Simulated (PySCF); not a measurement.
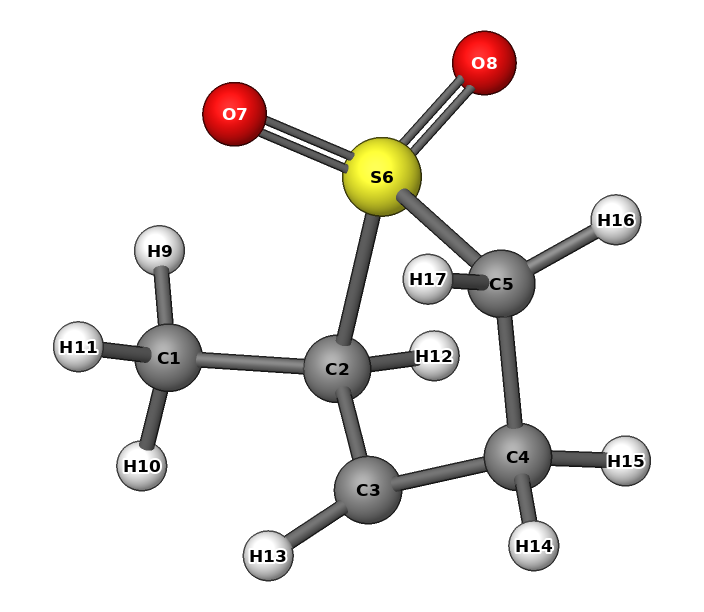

The questions are on Mulliken spin populations. The species is neutral and a spin doublet. The computed structure is the end point of a GFN2-xTB optimisation. No frequency run is at hand to confirm it as a minimum. Method: UKS B3LYP, pcH-1 on C H O S, non-relativistic (PySCF 2.14.0).

List the Mulliken spin populations.

```tsv
atom	value (e)
C1	0.00
C2	−0.10
C3	0.94
C4	−0.07
C5	0.06
S6	0.06
O7	0.03
O8	0.04
H9	0.00
H10	0.00
H11	0.00
H12	0.04
H13	−0.04
H14	0.00
H15	0.03
H16	0.00
H17	0.00
```

Mulliken values depend strongly on the basis set.
